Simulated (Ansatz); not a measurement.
# Settings and their price: amorphous Si (76 atoms)

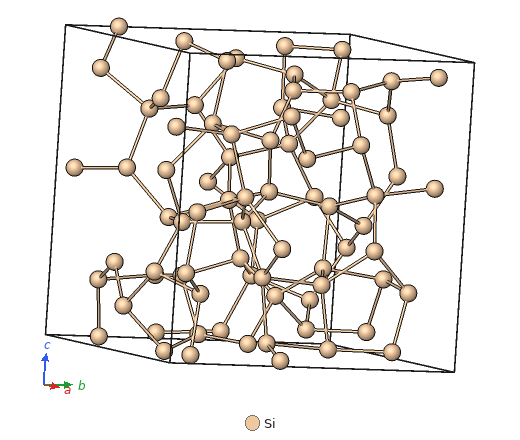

The cell (silicon light orange). Some periodic images of atoms are drawn too.

Density of this cell: 2.24 g/cm³. The cell holds 76 atoms: 76 Si. Cell: a = 11.660 Å, b = 11.660 Å, c = 11.660 Å, α = 90.0°, β = 90.0°, γ = 90.0°. 76 atoms (76 Si) placed at random at 2.24 g/cm³, melted at 2500 K for 10 ps at fixed volume with the modified Tersoff potential (Kumagai, Izumi, Hara and Sakai, Comput. Mater. Sci. 39, 457 (2007)). Quenched from 2500 K to 100 K at 50 K/ps and fixed volume, annealed at 700 K for 50 ps, held 5 ps, then minimised at fixed cell.

Geometry: as built.

Reference run: Kohn-Sham DFT, PBE, PAW (set soft_2), plane waves (Ansatz 0.2.0), cutoff 750 eV, Γ point, fermi-dirac smearing of 0.025 eV.

* r.m.s. force component: 0.2243 eV/Å
* spacing of highest filled and lowest empty level: 0.0451 eV
* SCF cycles: 10
* time: 19 s on 4 threads of Arm Neoverse V2, shared host

Variants, in no order:
A. support functions medium, spacing 0.206 Å
B. support functions medium, spacing 0.463 Å
C. support functions medium, spacing 0.386 Å

**Question.** Rank the variants by how far their forces lie from the reference's, least first.

A, C, B.

| variant | Δ force, r.m.s. (meV/Å) | share of r.m.s. force (%) | time over the reference's |
| --- | --- | --- | --- |
| A. support functions medium, spacing 0.206 Å | 0.131 | 0.0584 | 3.3 |
| C. support functions medium, spacing 0.386 Å | 1.86 | 0.830 | 1.6 |
| B. support functions medium, spacing 0.463 Å | 8.66 | 3.86 | 1.4 |

[Hosts, paths, dates, database ids (printed as entryN), source tags and the programs' standing remarks are cut or masked in the printed files.]
